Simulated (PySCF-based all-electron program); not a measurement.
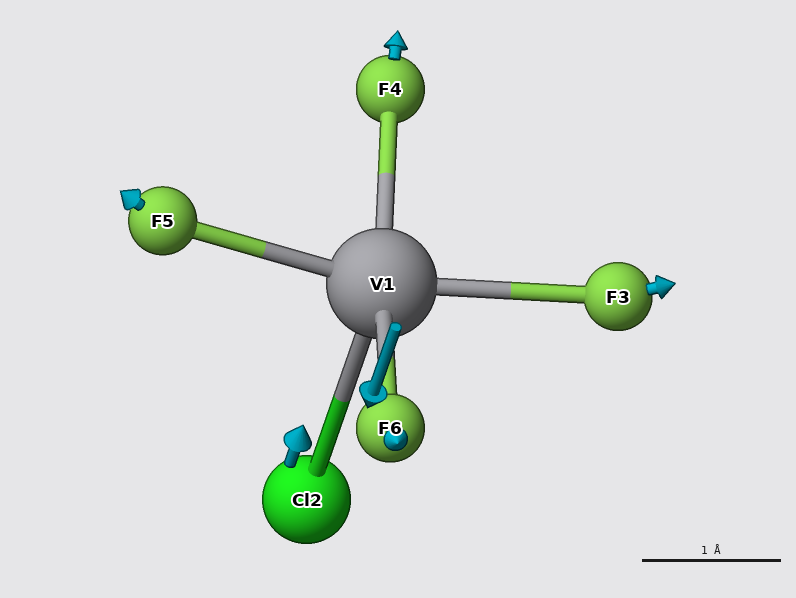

Arrows show the forces on the atoms, 0.2 Å of arrow for 1 eV/Å; forces under a tenth of the largest aren't drawn. The species is neutral and a spin singlet. Level of theory: PBE, all-electron, scalar-relativistic (Koelling-Harmon), large uncontracted Gaussian sets (PySCF-based all-electron program).

On which atom is the force largest, and how large is it?

Answer. On V1: 4.44 eV/Å.

Along which bond is the force strongest?

Answer. V1–Cl2, now 2.332 Å: the forces pull its atoms together, so a first step downhill shortens it.

List the force components in the frame of the picture (x right, y up, z towards the viewer), in eV/Å.

```
atom     Fx     Fy     Fz
  V1  −1.04  −2.98  −3.12
 Cl2   0.50   1.42   1.49
  F3   1.04   0.24   0.25
  F4   0.14   1.06  −0.23
  F5  −0.77   0.54   0.56
  F6   0.14  −0.28   1.05
```
